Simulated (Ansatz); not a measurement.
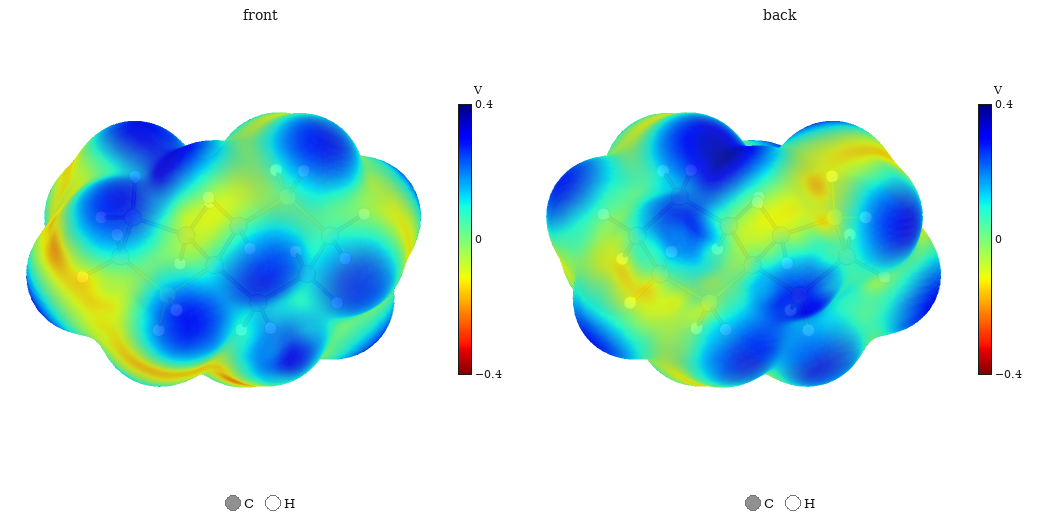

*C10H18. The molecular electrostatic potential painted on the density surface at 0.001 e/bohr³, seen from the front and from behind; red is negative and blue positive.*

Geometry: PBE0-D4/def2-TZVP.

Level of theory: RKS PBE0-D4/def2-TZVPP (Ansatz).

Input file:

```
crystal:
  periodic: [false, false, false]
  atoms:
    - {symbol: C, position_ang: [-1.283464, -1.566931, -1.713377]}
    - {symbol: C, position_ang: [-0.444811, -2.010038, -0.523624]}
    - {symbol: C, position_ang: [-0.505746, -0.992604, 0.607450]}
    - {symbol: C, position_ang: [-0.110141, 0.423453, 0.168429]}
    - {symbol: C, position_ang: [-0.953806, 0.827010, -1.036781]}
    - {symbol: C, position_ang: [-0.879556, -0.175712, -2.179651]}
    - {symbol: C, position_ang: [-0.270445, 1.406196, 1.331572]}
    - {symbol: C, position_ang: [0.952292, 1.188514, 2.227816]}
    - {symbol: C, position_ang: [2.045365, 0.619796, 1.297037]}
    - {symbol: C, position_ang: [1.400191, 0.525895, -0.090396]}
    - {symbol: H, position_ang: [-1.195098, -2.286752, -2.532700]}
    - {symbol: H, position_ang: [-2.341572, -1.553291, -1.421533]}
    - {symbol: H, position_ang: [-0.782529, -2.986014, -0.161818]}
    - {symbol: H, position_ang: [0.594243, -2.147794, -0.844914]}
    - {symbol: H, position_ang: [0.122641, -1.320169, 1.441684]}
    - {symbol: H, position_ang: [-1.532639, -0.953894, 0.993171]}
    - {symbol: H, position_ang: [-0.641847, 1.820620, -1.377861]}
    - {symbol: H, position_ang: [-1.999740, 0.922514, -0.716285]}
    - {symbol: H, position_ang: [0.142681, -0.207116, -2.575175]}
    - {symbol: H, position_ang: [-1.519680, 0.149421, -3.005429]}
    - {symbol: H, position_ang: [-0.265251, 2.425668, 0.929224]}
    - {symbol: H, position_ang: [-1.219130, 1.274213, 1.859294]}
    - {symbol: H, position_ang: [0.723900, 0.481404, 3.028641]}
    - {symbol: H, position_ang: [1.265224, 2.114259, 2.714624]}
    - {symbol: H, position_ang: [2.940213, 1.245182, 1.280522]}
    - {symbol: H, position_ang: [2.366937, -0.366402, 1.640525]}
    - {symbol: H, position_ang: [1.592175, 1.442889, -0.658694]}
    - {symbol: H, position_ang: [1.799582, -0.300313, -0.681754]}
basis:
  gaussian: {orbitals: def2-TZVPP}
hamiltonian: {xc: pbe0, dispersion: d4}
output: {orbitals: {seedname: orbitals}}
```

Command:

```sh
ansatz run in.yaml --threads 4 --pin off --events-out ev --progress --plain --max-ram 66560MiB --backend cuda --devices 0, --max-vram 37GiB
```

Where is the surface potential most negative and most positive?

The surface potential is weak everywhere (between −0.2 and +0.3 V): the molecule has no strongly electron-rich or electron-poor site.
